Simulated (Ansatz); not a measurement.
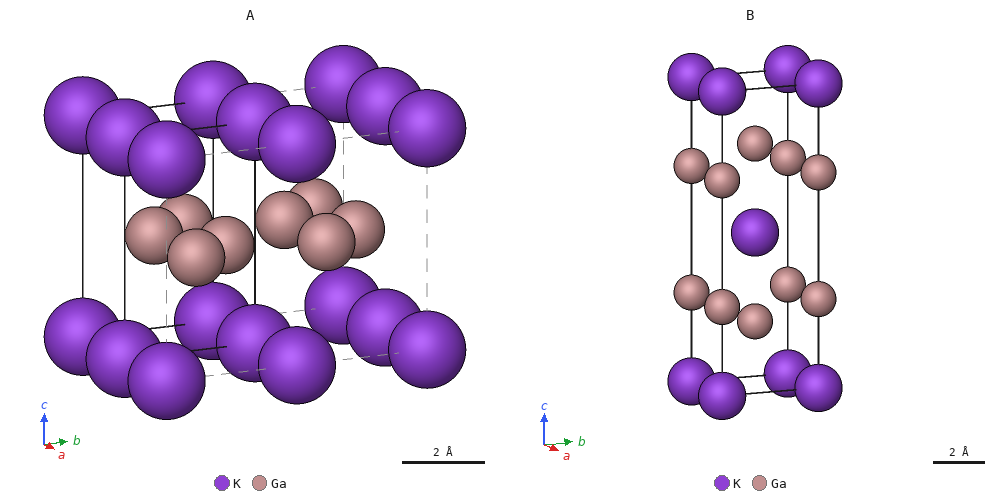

Two structures of KGa$_{2}$, each relaxed to rest (conventional cells in solid outline, small ones repeated, not to one scale). Method: DFT PBE, scalar-relativistic, plane waves, PAW in Ansatz 0.2.0, without spin polarisation.

What are A and B?

Answer. A: AlB₂ type, P6/mmm. B: 6 atoms a cell on a body-centred orthorhombic lattice, Immm.

Which polymorph is favoured?

Answer. A is lower, by 91 meV/atom at this level of theory (energies at zero smearing). Volumes: A 30.6, B 26.9 Å³/atom.

One or both may be structure types tried for this composition rather than known phases.
